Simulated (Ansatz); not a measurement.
# wB97M-V/3-21G run of [NH4]+ (ammonium)

What is the energy change on altering one bond length of [NH4]+ (ammonium) at wB97M-V/3-21G? 

The results are computed with Ansatz 0.2.0.

2 further runs of the same task are left out: 2 set aside as unsound or not needed.

**1. The molecule**

The species is [NH4]+ (5 atoms), meant as a singlet with charge +1. SMILES: `[NH4+]`. The shape is that of a PBE0-D4/def2-TZVP optimisation.

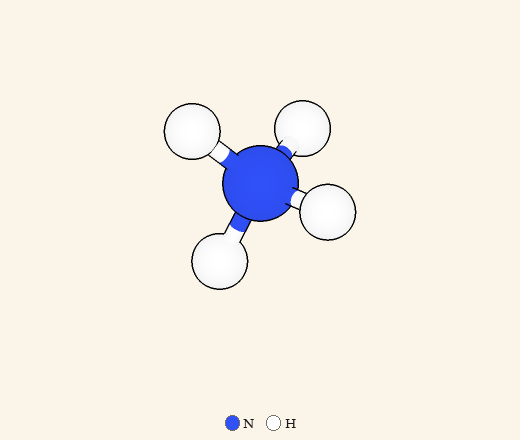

The structure, seen from a chosen angle (nitrogen blue, hydrogen white).

**2. The energy at wB97M-V/3-21G**

Contents of in.yaml:

```yaml
crystal:
  periodic: [false, false, false]
  atoms:
    - {symbol: N, position_ang: [0.000010, 0.000010, -0.000000]}
    - {symbol: H, position_ang: [0.453330, -0.447860, 0.801010]}
    - {symbol: H, position_ang: [-0.972430, 0.216180, 0.235210]}
    - {symbol: H, position_ang: [0.023940, -0.633460, -0.803650]}
    - {symbol: H, position_ang: [0.495160, 0.865130, -0.232580]}
basis:
  gaussian:
    orbitals: 3-21G.json
total_charge: 1
hamiltonian:
  xc: {name: wB97M-V}
accuracy: high
```

The basis set 3-21G is read from a file made from the Basis Set Exchange's data (not shown).

Launch:

```
$ ansatz run in.yaml --threads 1 --pin off --max-ram 3480MiB --events-out events.jsonl --progress --plain --runs-dir runs
```

Standard output:

```text
Warning: RAYON_NUM_THREADS=1 ignored (pool sized by the plan → 1); use --threads N
Functional definition: wB97M-V
  name "wB97M-V"
  parameter omega = 0.3/bohr
  parameter cx = 0.15
  parameter cx01 = 1.007
  parameter cx10 = 0.259
  parameter css00 = 0.443
  parameter css04 = -1.437
  parameter css10 = -4.535
  parameter css20 = -3.390
  parameter css43 = 4.278
  parameter cos00 = 1.000
  parameter cos10 = 1.358
  parameter cos20 = 2.924
  parameter cos21 = -8.812
  parameter cos60 = -1.390
  parameter cos61 = 9.142
  parameter b = 6.0
  parameter c = 0.01
  gx(w, u) = 1 - cx + cx01*u + cx10*w
  gss(w, u) = css00 + css04*u^4 + css10*w + css20*w^2 + css43*w^4*u^3
  gos(w, u) = cos00 + cos10*w + (cos20 + cos21*u)*w^2 + (cos60 + cos61*u)*w^6
  exchange = spin_sum(e_x_unif_sr(omega)*gx(b97_w, b97_u_x)) + cx*exact_x_sr(omega) + exact_x_lr(omega)
  correlation = spin_sum(e_c_pw_mod_same_spin*gss(b97_w, b97_u_same))
      + integral(e_c_pw_mod_opposite_spin*gos(b97_w_opposite, b97_u_opposite)) + vv10(b, c)
338 factors; integrals over basis functions are off by at most 3.8e-9 eV
131 factors; integrals over basis functions are off by at most 7.7e-10 eV
mean field evaluation 1: about -1533.3482 eV, gradient 5.8e1 eV
mean field evaluation 2: about -1535.4072 eV, gradient 4.5e1 eV
mean field evaluation 4: about -1539.0208 eV, gradient 1.4e-1 eV
mean field evaluation 8: about -1539.0047 eV, gradient 3.7e-4 eV
mean field -1539.00468360 eV, -56.5573789476 hartree, gradient 4.7e-8 eV, S^2 0.000000; 0 other end points of the search recorded, 0 dependent functions left out
reference -1539.00468536 eV, -56.5573790120 hartree; 5, 5 occupied and 12, 12 virtual orbitals, 338 factors
Total energy: -1539.00468536 eV, -56.5573790120 hartree
```

It took 7.2 s on 1 thread of Arm Neoverse V1, shared host; peak memory 0.19 GiB.

**3. The distorted shape**

Contents of in.yaml:

```yaml
basis:
  gaussian:
    orbitals: 3-21G.json
crystal:
  periodic: [false, false, false]
  atoms:
    - {symbol: N, position_ang: [-0.113334, 0.111992, -0.200278]}
    - {symbol: H, position_ang: [0.453330, -0.447860, 0.801010]}
    - {symbol: H, position_ang: [-1.085774, 0.328162, 0.034932]}
    - {symbol: H, position_ang: [-0.089404, -0.521478, -1.003928]}
    - {symbol: H, position_ang: [0.381816, 0.977112, -0.432858]}
total_charge: 1
hamiltonian:
  xc: {name: wB97M-V}
accuracy: high
```

The basis set 3-21G is read from a file made from the Basis Set Exchange's data (not shown).

Launch:

```
$ ansatz run in.yaml --threads 1 --pin off --max-ram 3480MiB --events-out events.jsonl --progress --plain --runs-dir runs
```

Standard output (excerpt; [...] marks lines left out):

```text
Warning: RAYON_NUM_THREADS=1 ignored (pool sized by the plan → 1); use --threads N
Functional definition: wB97M-V
  name "wB97M-V"
[...]
  gx(w, u) = 1 - cx + cx01*u + cx10*w
  gss(w, u) = css00 + css04*u^4 + css10*w + css20*w^2 + css43*w^4*u^3
  gos(w, u) = cos00 + cos10*w + (cos20 + cos21*u)*w^2 + (cos60 + cos61*u)*w^6
[...]
      + integral(e_c_pw_mod_opposite_spin*gos(b97_w_opposite, b97_u_opposite)) + vv10(b, c)
337 factors; integrals over basis functions are off by at most 4.0e-9 eV
133 factors; integrals over basis functions are off by at most 7.8e-10 eV
[...]
mean field -1538.27371062 eV, -56.5305161860 hartree, gradient 1.5e-8 eV, S^2 0.000000; 0 other end points of the search recorded, 0 dependent functions left out
reference -1538.27371245 eV, -56.5305162530 hartree; 5, 5 occupied and 12, 12 virtual orbitals, 337 factors
Total energy: -1538.27371245 eV, -56.5305162530 hartree
```

Wall time 7.8 s (1 thread of Arm Neoverse V1, shared host); peak memory 0.19 GiB.

**4. Outcome**

At wB97M-V/3-21G:

| quantity | value |
| --- | --- |
| first shape: total energy | -56.55738 Eh |
| distorted shape: total energy | -56.53052 Eh |
| energy change with the N1–H2 bond stretched from 1.024 to 1.279 Å | 0.731 eV |

**Reading.** With the N1–H2 bond stretched from 1.024 to 1.279 Å the energy rises by 0.73 eV (16.9 kcal/mol). The first shape isn't relaxed at this level, so the change isn't measured from a minimum.
